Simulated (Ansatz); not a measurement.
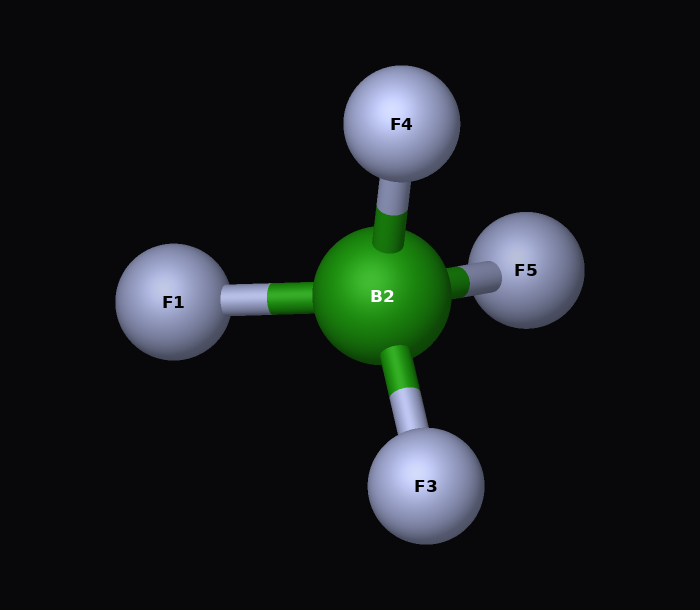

Atoms carry their numbers in the input. Charge −1, singlet. The geometry was computed by an optimisation with PBE0-D4/def2-TZVPD. No frequency run is at hand to confirm it as a minimum.

Which atoms are bonded, and how long are the bonds?

```
 bond  length (Å)
F1–B2       1.406
B2–F3       1.406
B2–F4       1.406
B2–F5       1.406
```
